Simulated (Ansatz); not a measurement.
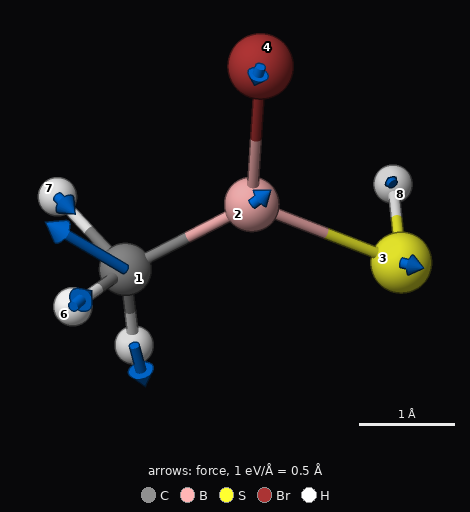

Starting geometry of CH4BBrS (coarse preliminary run) with the computed forces as blue arrows. A ball-and-stick model, seen from a free direction.

The start comes from a force field.

Method: Ansatz 0.2.0, RKS PBE-D4/def2-SVP.

The input:
```yaml
crystal:
  periodic: [false, false, false]
  atoms:
    - {symbol: C, position_ang: [-0.094000, 0.991800, -0.024900]}
    - {symbol: B, position_ang: [0.094200, -0.496500, -0.383000]}
    - {symbol: S, position_ang: [1.199500, -1.543100, 0.677900]}
    - {symbol: Br, position_ang: [-0.741800, -1.304000, -1.963700]}
    - {symbol: H, position_ang: [0.439400, 1.312000, 0.848500]}
    - {symbol: H, position_ang: [0.183300, 1.679200, -0.893500]}
    - {symbol: H, position_ang: [-1.195300, 1.208500, 0.157700]}
    - {symbol: H, position_ang: [0.206900, -1.905000, 1.525200]}
basis:
  gaussian: {orbitals: def2-SVP}
hamiltonian: {xc: pbe, dispersion: d4}
relax: {f_tol: 0.03, max_steps: 200}
```

Launched with:
```bash
ansatz run in.yaml --threads 2 --pin off --events-out ev --progress --plain --max-ram 32768MiB --backend cpu
```

Q: Is this structure relaxed? If not, where do the atoms go?

A: It isn't relaxed: the largest force vector, on C1, is 2.29 eV/Å. The final displacements have little in common with the starting forces (cosine between the two patterns −0.02). H8 moves most after the best rigid fit: 1.02 Å. By element the largest moves are H 1.02 Å, S 0.72 Å, Br 0.30 Å, B 0.17 Å, C 0.11 Å. Among the contacts that change: B2–S3 1.855 → 1.799 Å, C1–H5 1.072 → 1.108 Å, C1–H6 1.142 → 1.110 Å, C1–B2 1.542 → 1.569 Å. Among the angles between lasting bonds that change: C1–B2–S3 119.0° → 126.2°, S3–B2–Br4 118.8° → 114.4°, C1–B2–Br4 122.2° → 119.5°. Groups turn about B2–S3 by about 90°. The energy falls by 70.8 kJ/mol in 10 geometry steps. Largest force component: 1.5 eV/Å at the start, 0.016 eV/Å at the end. The run took roughly 30 core-seconds on a shared host.
